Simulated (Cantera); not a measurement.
Feed: 1 mol SiHCl3, a varied amount of HCl, 70 mol H2, 0.0093 mol Cl2, equilibrated at 850 °C and 82.5 Torr.

Equilibrium computed with Cantera from the NASA thermochemical tables; the gas is ideal and each condensed phase is pure. Candidate condensed phases: Si; 19 gas species. The tables' values for SiCl3 are old estimates; treat these amounts as uncertain. Rates play no part.

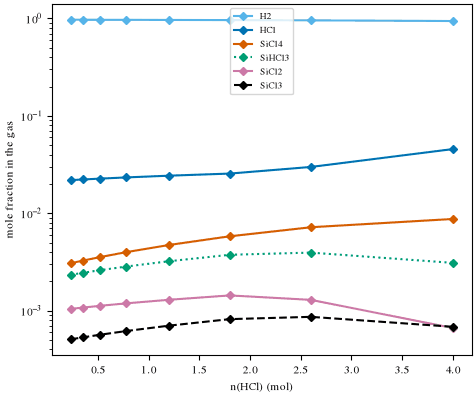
Figure: Equilibrium gas composition (values under 1e-9 drawn at 1e-9)

Read off the mole fractions at 0.52 mol HCl.

H2 about 0.97, HCl about 0.023, SiCl4 about 0.0035, SiHCl3 about 0.0026, SiCl2 about 0.0011, SiCl3 about 0.00057.
